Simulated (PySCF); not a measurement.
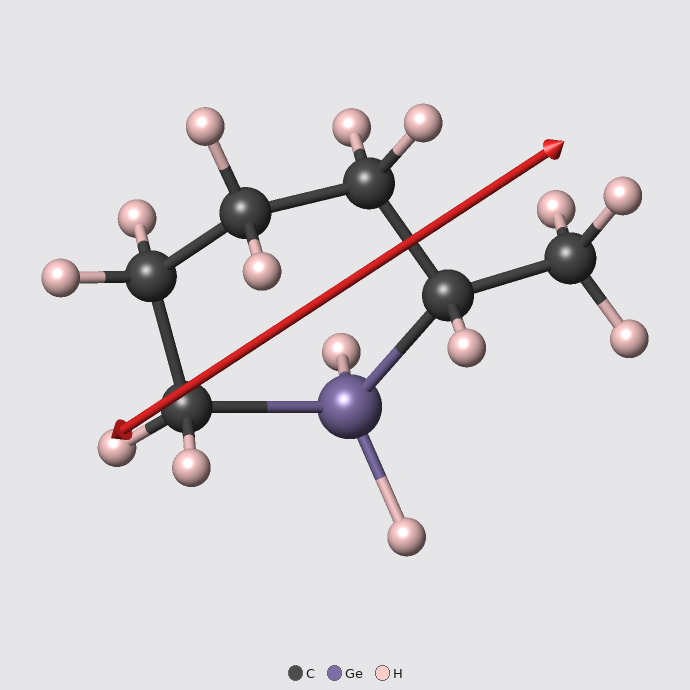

The double arrow shows the direction of the transition dipole to excited singlet state 3 (its length means nothing). The computed structure is the end point of a PBE0-D3(BJ)/def2-SVP optimisation. No frequency run is at hand to confirm it as a minimum. Properties computed with TDDFT CAM-B3LYP/def2-SVPD, vertical, gas phase, core orbitals frozen in the response (PySCF 2.14.0).

Give its energy, strength and character.

Answer. 7.84 eV (158 nm), oscillator strength 0.020, mainly HOMO → LUMO+2 (weight 0.62); transition dipole 0.83 D.
